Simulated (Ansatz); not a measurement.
The structure below was relaxed with PBE (Ansatz, an electronic-structure program, PAW, no SOC), earlier PAW set, at pressure 18 GPa.

```
HgTe
1.0
    0.00000     3.04387     3.04387
    3.04387     0.00000     3.04387
    3.04387     3.04387     0.00000
Te Hg
1 1
Direct
  0.75000   0.75000   0.75000
  0.00000   0.00000   0.00000
```

Q: Find the space group and the Wyckoff positions.

A: Space group F-43m (No. 216); a = b = c = 6.0877 Å, α = β = γ = 90.00°

```json
[
 {"atom": "Te", "site": "4c", "symmetry": "-43m", "x": "0.2500", "y": "0.2500", "z": "0.2500"},
 {"atom": "Hg", "site": "4a", "symmetry": "-43m", "x": "0.0000", "y": "0.0000", "z": "0.0000"}
]
```

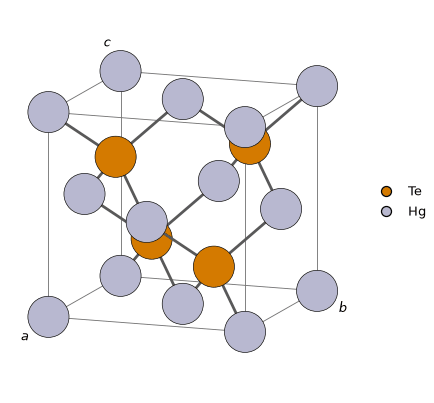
Figure: The conventional cell

Load acts through the strain it causes; cell and atoms are relaxed under it. Stability against distortions was not tested. Tetrahedral semiconductors of this kind turn to denser phases somewhere between about 1 and 50 GPa; those were not computed, so compressed cells here can lie past the real transition. The final runs are not spin-polarised. The cell was made from HgTe in the zinc blende structure (space group F-43m, No. 216) by this change: pressure 18 GPa.
